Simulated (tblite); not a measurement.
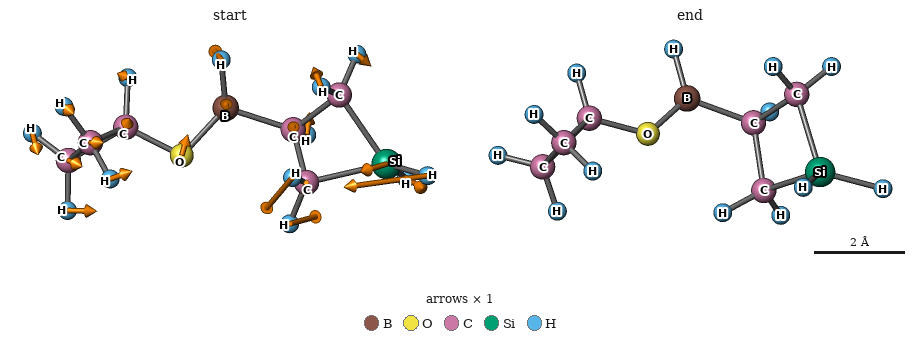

The structure of C₆H₁₃BOSi before (left) and after (right) a relaxation, at one scale. The orange arrows give the displacements, at their true length.

The picture is a ball-and-stick view, seen face on.

Computed with GFN2-xTB geometry optimisation, gas phase (tblite 0.8.0). 

Q: What changed between the two?

A: The largest move after the best rigid fit is that of an H atom, 2.14 Å. By element the largest moves are H 2.14 Å, Si 0.95 Å, C 0.95 Å, O 0.50 Å, B 0.37 Å. Near-neighbour distances that change, for instance: C–C 2.079 → 2.381 Å, B–O 1.472 → 1.330 Å, C–Si 1.849 → 1.903 Å, C–H 1.130 → 1.079 Å. Among the angles between lasting bonds that change: B–O–C 105.7° → 125.2°, C–C–C 86.2° → 99.8°, C–Si–C 68.0° → 77.4°. Groups turn about C–C by about 45°, C–Si by about 40°, C–C by about 40°. After 196 geometry steps the energy has fallen by 2.260 eV.
